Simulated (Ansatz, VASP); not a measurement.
## Os (Osmium) in two plane-wave programs

Aim: how closely do two programs agree when they are given the same cell, functional and k mesh?

Method: plane waves, with VASP 6.6.1 beside it; relaxation of cell and atoms at r2SCAN, in Ansatz 0.2.0.

## Step 1: Starting point

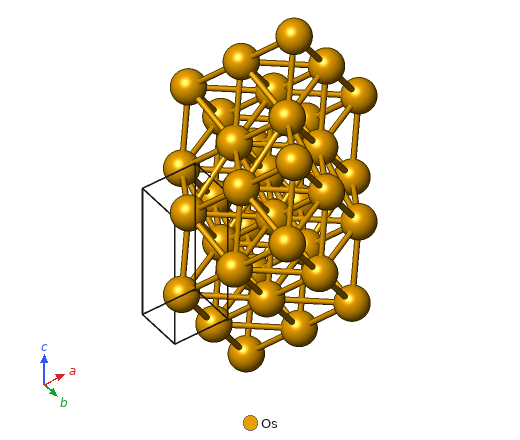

The cell as given, from a free direction (osmium orange). 3×3×2 cells are drawn.

## Step 2: VASP: relaxation of cell and atoms, r2SCAN

The relaxed volume is the usual yardstick between codes: its relative difference is about their pressure difference at one cell divided by the bulk modulus.

Lines of VASP's logs that name or quote its potential files are left out, and so is its time.

INCAR

```
SYSTEM = Os
PREC = Accurate
ENCUT = 520
EDIFF = 1E-06
NELM = 100
ISMEAR = -1
SIGMA = 0.05
LREAL = .FALSE.
ALGO = Normal
METAGGA = R2SCAN
LASPH = .TRUE.
NBANDS = 14
LORBIT = 11
LWAVE = .FALSE.
LCHARG = .FALSE.
KPAR = 2
IBRION = 2
NSW = 60
ISIF = 3
EDIFFG = -0.01
```

POSCAR

```
Os
1.0
    2.7341000000      0.0000000000      0.0000000000
   -1.3670500000      2.3678000565      0.0000000000
    0.0000000000      0.0000000000      4.3197000000
Os
2
Direct
    0.3333333333      0.6666666667      0.2500000000
    0.6666666667      0.3333333333      0.7500000000
```

KPOINTS

```
Automatic mesh
0
Gamma
11 11 6
0 0 0
```

Potentials, in the order of the species: Os (PBE family, release 64).

Run with:

```console
> mpirun -np 2 vasp_std
```

Numbers of over 12 decimals in the logs are rounded to 6 here.

Output:

```text
[banner, memory and clock lines left out]
running    2 mpi-ranks, on    1 nodes
 distrk:  each k-point on    1 cores,    2 groups
 distr:  one band on    1 cores,    1 groups

 POSCAR found type information on POSCAR Os
 POSCAR found :  1 types and       2 ions
|                                                                             |
|               ----> ADVICE to this user running VASP <----                  |
|                                                                             |
|     You enforced a specific xc type in the INCAR file but a different       |
|     [... a line on the potential file left out ...]
|     I HOPE YOU KNOW WHAT YOU ARE DOING!                                     |
|                                                                             |

 LDA part: xc-table for (None), standard interpolation
 POSCAR, INCAR and KPOINTS ok, starting setup
 FFT: planning ... GRIDC
 FFT: planning ... GRID_SOFT
 FFT: planning ... GRID
 WAVECAR not read
 entering main loop
       N       E                     dE             d eps       ncg     rms          rms(c)
DAV:   1     0.255295730009E+02    0.25530E+02   -0.79307E+03  1792   0.115E+03
DAV:   2    -0.102955741342E+03   -0.12849E+03   -0.11349E+03  1828   0.363E+02
DAV:   3    -0.108608243030E+03   -0.56525E+01   -0.53882E+01  2404   0.659E+01
DAV:   4    -0.108663622484E+03   -0.55379E-01   -0.55309E-01  1936   0.678E+00
DAV:   5    -0.108663949731E+03   -0.32725E-03   -0.32724E-03  2374   0.477E-01    0.224E+01
DAV:   6    -0.106186900247E+03    0.24770E+01   -0.81263E-01  2176   0.812E+00    0.107E+01
DAV:   8    -0.105996534202E+03    0.35317E-02   -0.57750E-03  1928   0.627E-01    0.113E-01
DAV:   9    -0.105996227804E+03    0.30640E-03   -0.91562E-04  2230   0.338E-01    0.441E-02
DAV:  10    -0.105996250930E+03   -0.23126E-04   -0.17460E-04  2074   0.109E-01    0.149E-02
DAV:  11    -0.105996219667E+03    0.31263E-04   -0.12513E-05  1966   0.388E-02    0.861E-03
DAV:  12    -0.105996215805E+03    0.38617E-05   -0.11049E-06  1328   0.141E-02    0.314E-03
DAV:  13    -0.105996215324E+03    0.48099E-06   -0.16396E-07  1010   0.340E-03
   1 F= -.10599622E+03 E0= -.10598998E+03  d E =-.105996E+03
[...]
2 F= -.10597958E+03 E0= -.10597305E+03  d E =0.166372E-01
[...]
3 F= -.10599709E+03 E0= -.10599081E+03  d E =-.879407E-03
[...]
4 F= -.10599709E+03 E0= -.10599081E+03  d E =-.878100E-03
[...]
5 F= -.10599709E+03 E0= -.10599080E+03  d E =0.295750E-05
 trial-energy change:    0.000003  1 .order    0.000005   -0.000090    0.000099
 step:   0.3974(harm=  0.3974)  dis= 0.00000  next Energy=  -105.997115 (dE=-0.213E-04)
 bond charge predicted
       N       E                     dE             d eps       ncg     rms          rms(c)
DAV:   1    -0.105997143309E+03   -0.53352E-04   -0.25323E-03  1870   0.394E-01    0.266E-02
DAV:   2    -0.105997121035E+03    0.22273E-04   -0.25296E-05  2156   0.625E-02    0.139E-02
DAV:   3    -0.105997116001E+03    0.50342E-05   -0.77138E-06  2058   0.229E-02    0.235E-03
DAV:   4    -0.105997115994E+03    0.70670E-08   -0.53754E-07   986   0.813E-03
   6 F= -.10599712E+03 E0= -.10599083E+03  d E =-.225697E-04
 curvature:  -0.20 expect dE=-0.111E-05 dE for cont linesearch -0.301E-11
 trial: gam= 0.06041 g(F)=  0.281E-48 g(S)=  0.558E-05 ort = 0.403E-07 (trialstep = 0.748E+00)
 search vector abs. value=  0.598E-05
 reached required accuracy - stopping structural energy minimisation
```

OUTCAR, selected parts (step 2):

```text
ion  position               nearest neighbor table
   1  0.333  0.667  0.250-   2 2.68   2 2.68   2 2.68   2 2.68   2 2.68   2 2.68
   2  0.667  0.333  0.750-   1 2.68   1 2.68   1 2.68   1 2.68   1 2.68   1 2.68

  LATTYP: Found a hexagonal cell.
 ALAT       =     2.7341000000
 C/A-ratio  =     1.5799348963

 Subroutine GETGRP returns: Found 24 space group operations
 (whereof 12 operations were pure point group operations)

The static configuration has the point symmetry D_3d.
 The point group associated with its full space group is D_6h.

 Found     64 irreducible k-points:

   k-points           NKPTS =     64   k-points in BZ     NKDIM =     64   number of bands    NBANDS=     14

   dimension x,y,z NGX =    20 NGY =   20 NGZ =   32
   dimension x,y,z NGXF=    40 NGYF=   40 NGZF=   64

   ENCUT  =  520.0 eV  38.22 Ry    6.18 a.u.   5.08  5.08  8.03*2*pi/ulx,y,z

   NELECT =      16.0000    total number of electrons

 k-points in reciprocal lattice and weights: Automatic mesh
   0.00000000  0.00000000  0.00000000       0.001
   0.09090909  0.00000000  0.00000000       0.008
   0.18181818  0.00000000  0.00000000       0.008
   0.27272727 -0.00000000  0.00000000       0.008
   0.36363636 -0.00000000  0.00000000       0.008
   0.45454545  0.00000000  0.00000000       0.008
   0.09090909  0.09090909  0.00000000       0.008
   0.18181818  0.09090909  0.00000000       0.017
   0.27272727  0.09090909  0.00000000       0.017
[...]
0.27272727  0.27272727  0.50000000       0.008
   0.36363636  0.27272727  0.50000000       0.008

 average (electrostatic) potential at core
       1 -48.9411       2 -48.9411

 E-fermi :   9.1463

 k-point     1 :       0.0000    0.0000    0.0000
  band No.  band energies     occupation
    ...
      5       6.3229      2.00000
      6       6.9115      2.00000
      7       6.9115      2.00000
      8       7.5546      2.00000
      9       7.5546      2.00000
     10       9.2185      0.38230
     11      10.9367      0.00000
     12      10.9367      0.00000
     13      18.7270      0.00000
     14      23.9761      0.00000

 k-point     2 :       0.0909    0.0000    0.0000
  band No.  band energies     occupation
    ...
      6       6.8544      2.00000
      7       7.0687      2.00000
      8       7.1945      2.00000
      9       7.3190      2.00000
     10       8.1097      2.00000
     11      11.0967      0.00000
     12      12.6273      0.00000
     13      18.6930      0.00000
     14      24.6672      0.00000

 k-point     3 :       0.1818    0.0000    0.0000
  band No.  band energies     occupation
    ...
      6       6.7863      2.00000
      7       7.2300      2.00000
      8       7.4822      2.00000
      9       7.6262      2.00000
     10       8.0057      2.00000
     11      11.4225      0.00000
     12      15.1064      0.00000
     13      18.5060      0.00000
     14      25.6785      0.00000

  Total        0.0089608      0.0089608      0.0084053      0.0000000      0.0000000      0.0000000
  in kB        0.5109724      0.5109724      0.4792957      0.0000000      0.0000000      0.0000000
  external PRESSURE =       0.5004135 kB  Pullay stress =       0.0000000 kB

  energy-cutoff  :      520.00
  volume of cell :       28.10
      direct lattice vectors                 reciprocal lattice vectors
     2.739523288 -0.000000000  0.000000000     0.365027012  0.210748444 -0.000000000
    -1.369761644  2.372496762  0.000000000     0.000000000  0.421496887 -0.000000000
     0.000000000  0.000000000  4.322952955     0.000000000  0.000000000  0.231323359

 POSITION                                       TOTAL-FORCE (eV/Angst)
 -----------------------------------------------------------------------------------
     -0.00000      1.58166      1.08074         0.000000      0.000000      0.000000
      1.36976      0.79083      3.24221        -0.000000     -0.000000      0.000000
 -----------------------------------------------------------------------------------
    total drift:                               -0.000000      0.000000     -0.000000

  FREE ENERGIE OF THE ION-ELECTRON SYSTEM (eV)
  ---------------------------------------------------
  free  energy   TOTEN  =      -105.9971159940 eV

  energy  without entropy=     -105.9845440210  energy(sigma->0) =     -105.99083001

 reached required accuracy - stopping structural energy minimisation

 total charge
# of ion       s       p       d       tot
------------------------------------------
    1        0.656   0.782   6.053   7.490
    2        0.656   0.782   6.053   7.490
--------------------------------------------------
tot          1.311   1.564  12.105  14.981

[... 3 further parts left out ...]
```

CONTCAR:

```
Os
   1.00000000000000
     2.7395232882795040   -0.0000000000000000    0.0000000000000000
    -1.3697616441397520    2.3724967619221737    0.0000000000000000
     0.0000000000000000    0.0000000000000000    4.3229529550333643
  Os
     2
Direct
     0.3333333332999970    0.6666666667000030    0.2500000000000000
     0.6666666667000030    0.3333333332999970    0.7500000000000000
```

## Step 3: Ansatz: relaxation of cell and atoms, r2SCAN

Ansatz runs on its default PAW (the set named soft_2) files.

The same cell, functional, mesh and smearing now go to Ansatz, which takes its cutoff from its data sets.

input.yaml

```yaml
crystal:
  lattice:
    - [2.7341, 0.0, 0.0]
    - [-1.36705, 2.3678000565, 0.0]
    - [0.0, 0.0, 4.3197]
  atoms:
    - { symbol: Os, position: [0.3333333333, 0.6666666667, 0.25] }
    - { symbol: Os, position: [0.6666666667, 0.3333333333, 0.75] }
hamiltonian:
  xc: r2scan
  pseudopotentials: { kind: paw }
kpoints:
  mp_grid: { grid: [11, 11, 6] }
scf:
  occupations: { method: fermi_dirac, width: 0.05 }
relax:
  f_tol: 0.01
  max_steps: 60
  cell: { stress_tol: 0.05 }
output:
  forces: true
  stress: true
```

Run with:

```console
> ansatz run input.yaml --threads 4 --pin off --max-ram 9216MiB --backend cpu --events-out ev --progress --plain --runs-dir out
```

Output:

```text
Engine: ansatz 0.2.0, x86_64-unknown-linux-gnu
Pseudopotentials: kind: paw
Pseudopotential: Os, paw, valence charge 16, recommended cutoff 500 eV (meta_gga), Os.paw.azcp
Functional definition: r2SCAN
  parameter k0 = 0.174
  parameter k1 = 0.065
  parameter a1 = 4.9479
  exchange = r2scan_x(k0 = k0, k1 = k1, a1 = a1)
  correlation = r2scan_c
Crystal: 2 atoms, lattice volume = 27.965 Å³
Basis set: ecut = 500 eV, 687 PW (Γ), exchange–correlation on 80×80×128 points (64 copies of the dense FFT grid, shifted against one another)
Bands: 20, of which v1, the nominal top of the filled ones, is band 16 counted from 1 (15 counted from 0)
Symmetry: 24 space group operations
Space group: P63/mmc (ITA 194), of the structure as read, at distance tolerance 3.0e-5 Å
k-points: 64 of 726
Non-local potential: Os, projectors of the file, l = 0: 3, l = 1: 2, l = 2: 2, l = 3: 1
PAW form: soft (Blöchl's): semilocal exchange-correlation on the pseudo side does not see the compensation charge
PAW frozen core: Os, regenerated for the run's functional (the file was generated under x = pbe(κ = 0.804, μ = 0.219515), c = pbe(β = 0.066725))
PAW one-centre angular grid: Os, 590 points (default); XC on 160 Gauss nodes
Initial density: superposition of atomic densities (neutral atoms: chi_scale 0, normalization atom), corrected by the library's trained network
Initial wavefunctions: pseudopotential atomic-orbital guess
Functional: x = r2scan, c = r2scan; τ floored in thin density (d = 2e-4 eV/Å³)
SCF iter   1: F=—  HF=-22795.194800 eV  |F-HF|=—  |Δ(HF+E_count)|=         —  Δρ=1.08e-2  dr2=6.54e-3  dr2_τ=3.96e-2  ethr=1.77e-3  ⟨swp⟩=5.1  Hψ=5179  notcnv=0
preconditioner: auto → none  [metal: Δε(μ)=0.043 eV  Ē_g=7.167 eV  σ=0.050 eV  W_gap=0.21  n_scr=8 (ndim 8)  ℏωp=28.1 eV  f_vac=0.000  D(μ)=1.44/eV (n_scr^D=22)  sad-step TF]
SCF iter   2: F=—  HF=-22795.246568 eV  |F-HF|=—  |Δ(HF+E_count)|=   5.18e-2  Δρ=6.66e-3  dr2=2.69e-3  dr2_τ=5.82e-4  ethr=2.04e-5  ⟨swp⟩=2.0  Hψ=2556  notcnv=0  defer=4
SCF iter   3: F=—  HF=-22795.253139 eV  |F-HF|=—  |Δ(HF+E_count)|=   6.57e-3  Δρ=8.56e-4  dr2=1.66e-4  dr2_τ=2.13e-5  ethr=8.42e-6  ⟨swp⟩=3.0  Hψ=2424  notcnv=0  defer=4
SCF iter   4: F=—  HF=-22795.253269 eV  |F-HF|=—  |Δ(HF+E_count)|=   1.31e-4  Δρ=4.16e-4  dr2=2.82e-5  dr2_τ=3.53e-6  ethr=5.19e-7  ⟨swp⟩=2.0  Hψ=1798  notcnv=0  defer=4
SCF iter   5: F=—  HF=-22795.253339 eV  |F-HF|=—  |Δ(HF+E_count)|=   6.96e-5  Δρ=1.82e-4  dr2=6.76e-6  dr2_τ=8.87e-7  ethr=8.82e-8  ⟨swp⟩=2.0  Hψ=1795  notcnv=0  defer=4
SCF iter   6: F=-22795.253351 eV  HF=-22795.253350 eV  |F-HF|=1.76e-7  |Δ(HF+E_count)|=   1.15e-5  Δρ=2.34e-5  dr2=8.85e-8  dr2_τ=6.44e-9  ethr=3.13e-10  ⟨swp⟩=3.8  Hψ=5649  notcnv=0
SCF 1 converged in 6 iterations: F = -22795.253351 eV  dr2 = 8.85e-8
  greatest PAW one-centre occupation: 1.000 electrons in one spin orbital (limit 2), on the Os atom at site 1 (counted from 0), in its partial waves of l = 0
relax step   1: F+E_penalty+E_count = -22795.25335054 eV  Δ(F+E_penalty+E_count) = +0.000e0 eV  max|allowed force component| = 1.527e-16 eV/Å  Δτ_max = 0.0000 Å  P = +1.048 GPa  Ω = 27.965 Å³  (6 SCF iters, dr2 threshold 1.00e-7 eV, accepted)
[...]
relax step   2: F+E_penalty+E_count = -22795.25229395 eV  Δ(F+E_penalty+E_count) = +1.057e-3 eV  max|allowed force component| = 8.327e-17 eV/Å  Δτ_max = 0.0000 Å  P = -2.239 GPa  Ω = 28.186 Å³  energy of the carried Pulay correction = -1.491e-4 eV  (4 SCF iters, dr2 threshold 2.00e-7 eV, rejected (line search))
[...]
relax step   3: F+E_penalty+E_count = -22795.25356728 eV  Δ(F+E_penalty+E_count) = -2.167e-4 eV  max|allowed force component| = 1.527e-16 eV/Å  Δτ_max = 0.0000 Å  P = -0.015 GPa  Ω = 28.035 Å³  energy of the carried Pulay correction = -4.771e-5 eV  (7 SCF iters, accepted)
[...]
relax step   4: F+E_penalty+E_count = -22795.25362217 eV  Δ(F+E_penalty+E_count) = -5.489e-5 eV  max|allowed force component| = 1.203e-16 eV/Å  Δτ_max = 0.0000 Å  P = -0.013 GPa  Ω = 28.035 Å³  stress off target by 1.38e-2 GPa  SCF on the basis re-selected at this cell (its energy is not comparable with the rows above)  (4 SCF iters)
basis re-selected at this cell: Δ(F+E_penalty+E_count) = -5.489e-5 eV, ΔP = +0.001 GPa vs the last step (what re-selecting the basis moved, of the pressure what is left beyond the Pulay correction that the steps carried, after the strain that the cell walked since its last selection, with what the two solves' SCF thresholds leave and, on support functions, any second-order correction that the steps lacked; it is no m [...]
SCF converged after 4 iterations
Free energy (F): -22795.253622 eV
Harris-Foulkes:  -22795.253622 eV  (|F-HF|=1.82e-11)
Internal energy: -22795.241116 eV  (E = F + TS)
E sigma→0 (E₀):  -22795.247369 eV
Entropy (-TS):   -0.012506 eV (-6.253 meV/atom)
Fermi energy:    25.701500 eV
--- Per-component energies (eV) ---
  E_band       = -165.805384
  E_kinetic    = 1126.078877
  E_local      = -1573.731711  (includes V_loc(G=0)·N_el)
  E_nonlocal   = -2.775803
  E_hartree    = 654.918128
  E_xc         = -506.060942
  E_vxc        = -628.565326  (∫ρ·V_xc dr)
  E_paw        = -18078.073625  (= ΣΔE_a)
  E_vpaw       = -433.354456  (= ΣTr[D̂ρ^β])
  E_aug_tail   = -0.000300  (compensation charges beyond the density's cutoff)
  E_vtau       = 36.707023  (kinetic-family band-sum trace: ∫τ·v_τ [+ j·A + Jᵃ·Aᵃ] dr)
  E_ewald      = -4414.825716
  E_core_change = -0.770026  (= ΣΔE_core)
  E_smearing   = -0.012506  (= −TS)
  E_closure    = 0.000000  (closes the sum)
  Σ components = -22795.253622   (vs F -22795.253622, Δ=0.00e0)
--- Forces (eV/Å), atoms counted from 1 ---
  atom   1  Os     0.00000000     0.00000000    -0.00000000
  atom   2  Os    -0.00000000    -0.00000000     0.00000000
  max |Σ_I F_I| component: 3.70e-17 eV/Å
--- Stress (GPa, compression-positive) ---
       -0.013788      -0.000000       0.000000
        0.000000      -0.013788      -0.000000
        0.000000      -0.000000      -0.012168
  P = ⅓ Tr σ = -0.0132 GPa (-0.132 kbar)
--- Relaxed structure (3 steps of the walk, 2 accepted, 1 SCFs on fresh bases) ---
  F+E_penalty+E_count = -22795.25362217 eV   max|allowed force component| = 1.203e-16 eV/Å   (the final SCF, on the basis selected at the relaxed cell)
  cell:  # Å, volume = 28.0354 Å³
    - [2.737406, 0, 0]
    - [-1.368703, 2.370663, 0]
    - [0, 0, 4.320143]
  atoms:
    - { symbol: Os, position: [0.333333, 0.666667, 0.25] }
    - { symbol: Os, position: [0.666667, 0.333333, 0.75] }
```

The job ended after 3.9 s (4 threads of Intel Xeon Platinum 8488C (Sapphire Rapids), shared host; peak memory 0.46 GiB).

## Step 4: Comparison

Known differences besides the PAW data sets themselves: VASP keeps PBE cores, Ansatz makes them for the functional; both relaxations stop at a tolerance, which leaves soft axes loose, and VASP keeps its plane-wave basis; the data sets hold 32 valence electrons in Ansatz (default PAW (the set named soft_2) files) and 16 in VASP; the cutoff is 500 eV in Ansatz and 520 eV in VASP; Ansatz adds a Pulay correction to the stress that steers its cell, VASP none. Total energies have different zeros and are not compared.

Compared:

```tsv
quantity	Ansatz	VASP	difference
volume (Å³)	28.04	28.10	-0.22 %
edge a after relaxation, in the typed setting (Å)	2.737	2.740	-0.08 %
edge c after relaxation, in the typed setting (Å)	4.320	4.323	-0.07 %
```

The walks stopped with -0.01 GPa left in Ansatz and 0.05 GPa in VASP; each walk ends within a tolerance, so the volume difference is uncertain by about these residues over the bulk modulus, most in soft cells.

## Step 5: Summary of results

- difference in volume (relaxation of cell and atoms, r2SCAN): -0.22 %

The difference in volume is -0.22 % (relaxation of cell and atoms, r2SCAN), within the 1.2 % picked in this series as the mark of a large difference, as far as the stopping tolerances let one tell. Differences of this kind measure data sets and numerical settings, not the functional's error against experiment.

[Lines on the potential files, build, host, timing and source positions are cut from VASP's logs without a mark.]

[Logs are printed without paths, hosts, clocks, repeated set-up lines and the standing remarks that a program may print on its own settings, such as how far it seeks lower states.]

[Hosts, paths, dates, database ids (printed as entryN), source tags and the programs' standing remarks are cut or masked in the printed files.]
